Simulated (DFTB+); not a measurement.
# C$_{3}$H$_{4}$S: geometry relaxation (part 1 of 2)

C$_{3}$H$_{4}$S, computed with GFN1-xTB, R-SCC, dispersion built in (DFTB+ 25.1).

The geometry comes from this level: PBE0-D4/def2-TZVP.

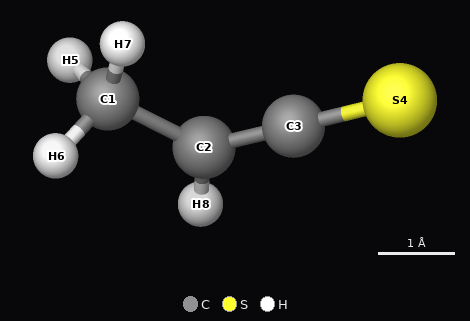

Figure 1. The input geometry (ball-and-stick view, seen at a tilt; atoms are numbered from 1 in the order of the input).

## Input file (dftb_in.hsd)
```
Geometry {
  TypeNames {
    "C" "S" "H"
  }
  TypesAndCoordinates [Angstrom] {
    1 -0.395800 0.898900 -0.193000
    1 -0.222200 -0.527300 0.237600
    1 0.892800 -1.196100 0.134900
    2 2.227300 -1.983900 0.007800
    3 -1.171800 0.980100 -0.959100
    3 -0.697400 1.524200 0.651900
    3 0.530400 1.302000 -0.601900
    3 -1.071100 -1.055200 0.666000
  }
}

Driver = GeometryOptimisation {
  Optimiser = Rational {}
  MaxSteps = 100
  Convergence {
    GradElem = 0.001
  }
  AppendGeometries = Yes
}

Hamiltonian = xTB {
  Method = "GFN1-xTB"
  Charge = 0
}

Analysis {
  PrintForces = Yes
}

Options {
  WriteResultsTag = Yes
}

ParserOptions {
  ParserVersion = 14
}
```

Hardware: 1 thread of Intel Xeon (Granite Rapids), 128 GiB of memory available, shared host.

Run as:
```bash
dftb+ > dftb.out
```

## The program's output
```
|  DFTB+ development version (commit: a23bfb2)

Reading input file 'dftb_in.hsd'
Parser version: 14

--------------------------------------------------------------------------------

Processed input in HSD format written to 'dftb_pin.hsd'

Starting initialization...
--------------------------------------------------------------------------------
OpenMP threads:              1
Chosen random seed:          1005061567
Current stacksize:           unlimited
Mode:                        Geometry optimisation relaxation
Self consistent charges:     Yes
SCC-tolerance:                 0.100000E-04
Max. scc iterations:                    100
Shell resolved Hubbard:      Yes
Spin polarisation:           No
Nr. of up electrons:            11.000000
Nr. of down electrons:          11.000000
Periodic boundaries:         No
Electronic solver:           Relatively robust
Mixer:                       Broyden mixer
Mixing parameter:                  0.200000
Nr. of chrg. vec. in memory:            100
Max. SCC-cycles:                        100
Max. nr. of geometry steps:             100
tblite library version:      0.3.0
-> parametrization:          GFN1-xTB
-> repulsion:                Yes
-> dispersion:               Yes
-> halogen bonding:          Yes
-> electrostatics:           Yes
   -> isotropic:             Yes
   -> anisotropic:           No
   -> third-order:           Yes
Electronic temperature:              0.950045E-03 H      0.258520E-01 eV
Initial charges:             Set automatically (system chrg:   0.000E+00)
Included shells:             C:  s, p
                             S:  s, p, d
                             H:  s, s2
Extra options:
                             Mulliken analysis
                             Force calculation
Force type                   original

--------------------------------------------------------------------------------

***  Geometry step: 0

 iSCC Total electronic   Diff electronic      SCC error
    1   -0.12254773E+02    0.00000000E+00    0.11409531E+01
    2   -0.12299552E+02   -0.12254773E+02    0.92018251E+00
    3   -0.12299590E+02   -0.44779128E-01    0.42020423E+00
    4   -0.12300441E+02   -0.38383294E-04    0.35171690E-01
    5   -0.12300687E+02   -0.85053725E-03    0.15275910E-01
    6   -0.12300700E+02   -0.24684153E-03    0.11268746E-01
    7   -0.12300723E+02   -0.12465590E-04    0.24197808E-02
    8   -0.12300723E+02   -0.22647467E-04    0.14530259E-02
    9   -0.12300724E+02   -0.53165538E-06    0.22521343E-04
   10   -0.12300724E+02   -0.42943553E-06    0.26803208E-04
   11   -0.12300724E+02    0.12876633E-09    0.39980400E-05

Total Energy:                      -12.1223506887 H         -329.8659 eV
Extrapolated to 0K:                -12.1223506887 H         -329.8659 eV
Total Mermin free energy:          -12.1223506887 H         -329.8659 eV
Force related energy:              -12.1223506887 H         -329.8659 eV

total energy  -1.2122351E+01 H       energy change -1.2122351E+01 H
gradient norm  1.2860260E-02 H/a0    max. gradient  7.7467190E-03 H/a0
step length    0.0000000E+00 a0      max. step      0.0000000E+00 a0

--------------------------------------------------------------------------------

***  Geometry step: 1

 iSCC Total electronic   Diff electronic      SCC error
    1   -0.12301105E+02    0.00000000E+00    0.21722134E-02
    2   -0.12301106E+02   -0.38147719E-03    0.58574903E-03
    3   -0.12301106E+02   -0.97653564E-06    0.41371976E-03
    4   -0.12301106E+02   -0.33091315E-07    0.12886126E-03
    5   -0.12301106E+02   -0.22855991E-07    0.71720680E-04
    6   -0.12301106E+02   -0.45151616E-09    0.52490733E-05

Total Energy:                      -12.1224632183 H         -329.8690 eV
Extrapolated to 0K:                -12.1224632183 H         -329.8690 eV
Total Mermin free energy:          -12.1224632183 H         -329.8690 eV
Force related energy:              -12.1224632183 H         -329.8690 eV

total energy  -1.2122463E+01 H       energy change -1.1252963E-04 H
gradient norm  7.1085751E-03 H/a0    max. gradient  4.1797311E-03 H/a0
step length    1.2860260E-02 a0      max. step      7.7467190E-03 a0

--------------------------------------------------------------------------------

***  Geometry step: 2

 iSCC Total electronic   Diff electronic      SCC error
    1   -0.12300562E+02    0.00000000E+00    0.48504379E-02
    2   -0.12300568E+02    0.54380062E-03    0.12675290E-02
    3   -0.12300568E+02   -0.58566402E-05    0.51142814E-03
    4   -0.12300568E+02   -0.15906650E-06    0.27245894E-03
    5   -0.12300568E+02   -0.22748294E-07    0.67866686E-04
    6   -0.12300568E+02   -0.63789329E-09    0.83169072E-05

Total Energy:                      -12.1225256577 H         -329.8707 eV
Extrapolated to 0K:                -12.1225256577 H         -329.8707 eV
Total Mermin free energy:          -12.1225256577 H         -329.8707 eV
Force related energy:              -12.1225256577 H         -329.8707 eV

total energy  -1.2122526E+01 H       energy change -6.2439385E-05 H
gradient norm  6.2160048E-03 H/a0    max. gradient  3.4051046E-03 H/a0
step length    1.5348305E-02 a0      max. step      6.9489183E-03 a0

--------------------------------------------------------------------------------

***  Geometry step: 3

 iSCC Total electronic   Diff electronic      SCC error
    1   -0.12299694E+02    0.00000000E+00    0.20043940E-02
    2   -0.12299694E+02    0.87472203E-03    0.88979446E-03
    3   -0.12299694E+02   -0.40568240E-06    0.45027147E-03
    4   -0.12299694E+02   -0.20915598E-07    0.19701400E-03
    5   -0.12299694E+02    0.50778759E-09    0.34922556E-04
    6   -0.12299694E+02   -0.11781385E-08    0.11420284E-05

Total Energy:                      -12.1225693870 H         -329.8719 eV
Extrapolated to 0K:                -12.1225693870 H         -329.8719 eV
Total Mermin free energy:          -12.1225693870 H         -329.8719 eV
Force related energy:              -12.1225693870 H         -329.8719 eV

total energy  -1.2122569E+01 H       energy change -4.3729303E-05 H
gradient norm  5.5499505E-03 H/a0    max. gradient  3.0290570E-03 H/a0
step length    1.3312367E-02 a0      max. step      7.2315782E-03 a0

--------------------------------------------------------------------------------

***  Geometry step: 4

 iSCC Total electronic   Diff electronic      SCC error
    1   -0.12298197E+02    0.00000000E+00    0.16736452E-02
    2   -0.12298197E+02    0.14967727E-02    0.10416222E-02
    3   -0.12298197E+02   -0.22771505E-06    0.60673116E-03
    4   -0.12298197E+02   -0.11774468E-07    0.15805190E-03
    5   -0.12298197E+02   -0.29249545E-08    0.43811216E-04
    6   -0.12298197E+02   -0.59082161E-09    0.59347438E-05

Total Energy:                      -12.1226160186 H         -329.8732 eV
Extrapolated to 0K:                -12.1226160186 H         -329.8732 eV
Total Mermin free energy:          -12.1226160186 H         -329.8732 eV
Force related energy:              -12.1226160186 H         -329.8732 eV

total energy  -1.2122616E+01 H       energy change -4.6631633E-05 H
gradient norm  3.9802482E-03 H/a0    max. gradient  2.3811110E-03 H/a0
step length    2.0471850E-02 a0      max. step      1.1552422E-02 a0

--------------------------------------------------------------------------------

***  Geometry step: 5

 iSCC Total electronic   Diff electronic      SCC error
    1   -0.12297794E+02    0.00000000E+00    0.66604935E-03
    2   -0.12297794E+02    0.40333151E-03    0.30908016E-03
    3   -0.12297794E+02   -0.46401654E-07    0.12145674E-03
    4   -0.12297794E+02   -0.63580892E-08    0.45438090E-04
    5   -0.12297794E+02   -0.18123405E-08    0.15892631E-04
    6   -0.12297794E+02   -0.11145751E-09    0.32360287E-05

Total Energy:                      -12.1226344395 H         -329.8737 eV
Extrapolated to 0K:                -12.1226344395 H         -329.8737 eV
Total Mermin free energy:          -12.1226344395 H         -329.8737 eV
Force related energy:              -12.1226344395 H         -329.8737 eV

total energy  -1.2122634E+01 H       energy change -1.8420887E-05 H
gradient norm  3.0524518E-03 H/a0    max. gradient  1.7196049E-03 H/a0
step length    1.0712676E-02 a0      max. step      7.0098290E-03 a0

--------------------------------------------------------------------------------

***  Geometry step: 6

 iSCC Total electronic   Diff electronic      SCC error
    1   -0.12298010E+02    0.00000000E+00    0.46135490E-03
    2   -0.12298010E+02   -0.21574126E-03    0.35299515E-03
    3   -0.12298010E+02   -0.19729123E-07    0.21298384E-03
    4   -0.12298010E+02   -0.28776483E-08    0.86397743E-04
    5   -0.12298010E+02   -0.62969896E-09    0.11617530E-04
    6   -0.12298010E+02   -0.13847767E-09    0.38994912E-05

Total Energy:                      -12.1226498495 H         -329.8741 eV
Extrapolated to 0K:                -12.1226498495 H         -329.8741 eV
Total Mermin free energy:          -12.1226498495 H         -329.8741 eV
Force related energy:              -12.1226498495 H         -329.8741 eV

total energy  -1.2122650E+01 H       energy change -1.5410008E-05 H
gradient norm  2.8639445E-03 H/a0    max. gradient  1.3239009E-03 H/a0
step length    1.0692532E-02 a0      max. step      8.0145262E-03 a0

--------------------------------------------------------------------------------

***  Geometry step: 7

 iSCC Total electronic   Diff electronic      SCC error
    1   -0.12298737E+02    0.00000000E+00    0.55863756E-03
    2   -0.12298737E+02   -0.72689694E-03    0.43943996E-03
    3   -0.12298737E+02   -0.16422312E-08    0.79837545E-04
    4   -0.12298737E+02   -0.15601387E-09    0.24367057E-04
    5   -0.12298737E+02   -0.44250825E-10    0.17889876E-05

Total Energy:                      -12.1226627960 H         -329.8744 eV
Extrapolated to 0K:                -12.1226627960 H         -329.8744 eV
Total Mermin free energy:          -12.1226627960 H         -329.8744 eV
Force related energy:              -12.1226627960 H         -329.8744 eV

total energy  -1.2122663E+01 H       energy change -1.2946504E-05 H
gradient norm  2.5704383E-03 H/a0    max. gradient  1.3025281E-03 H/a0
step length    1.1267647E-02 a0      max. step      8.7653141E-03 a0

--------------------------------------------------------------------------------

***  Geometry step: 8

 iSCC Total electronic   Diff electronic      SCC error
    1   -0.12299515E+02    0.00000000E+00    0.52998020E-03
    2   -0.12299515E+02   -0.77783870E-03    0.44067211E-03
    3   -0.12299515E+02   -0.15221731E-07    0.23424083E-03
    4   -0.12299515E+02   -0.17085231E-08    0.49045670E-04
    5   -0.12299515E+02   -0.80202511E-10    0.63264200E-05

Total Energy:                      -12.1226705654 H         -329.8746 eV
Extrapolated to 0K:                -12.1226705654 H         -329.8746 eV
Total Mermin free energy:          -12.1226705654 H         -329.8746 eV
Force related energy:              -12.1226705654 H         -329.8746 eV

total energy  -1.2122671E+01 H       energy change -7.7693365E-06 H
gradient norm  1.7559472E-03 H/a0    max. gradient  1.0666251E-03 H/a0
step length    8.5588144E-03 a0      max. step      6.3247987E-03 a0

--------------------------------------------------------------------------------

***  Geometry step: 9

 iSCC Total electronic   Diff electronic      SCC error
    1   -0.12299895E+02    0.00000000E+00    0.37274827E-03
    2   -0.12299895E+02   -0.38028095E-03    0.19956703E-03
    3   -0.12299895E+02   -0.15027727E-07    0.13789027E-03
    4   -0.12299895E+02   -0.15243522E-08    0.34007991E-04
    5   -0.12299895E+02   -0.66691008E-09    0.11460918E-04
    6   -0.12299895E+02   -0.98228981E-10    0.26881340E-05

Total Energy:                      -12.1226742713 H         -329.8748 eV
Extrapolated to 0K:                -12.1226742713 H         -329.8748 eV
Total Mermin free energy:          -12.1226742713 H         -329.8748 eV
Force related energy:              -12.1226742713 H         -329.8748 eV

total energy  -1.2122674E+01 H       energy change -3.7059532E-06 H
gradient norm  1.3391849E-03 H/a0    max. gradient  4.8065470E-04 H/a0
step length    4.6995546E-03 a0      max. step      2.6598389E-03 a0

Geometry converged

--------------------------------------------------------------------------------
--------------------------------------------------------------------------------
Pre-SCC initialisation                 +       0.01 ( 18.3%)       0.01 ( 19.2%)
SCC                                    +       0.02 ( 49.5%)       0.03 ( 57.7%)
Post-SCC processing                    +       0.01 ( 31.2%)       0.01 ( 23.1%)
--------------------------------------------------------------------------------
Missing                                +       0.00 (  0.9%)       0.00 (  0.0%)
Total                                  =       0.05 (100.0%)       0.05 (100.0%)
--------------------------------------------------------------------------------
```
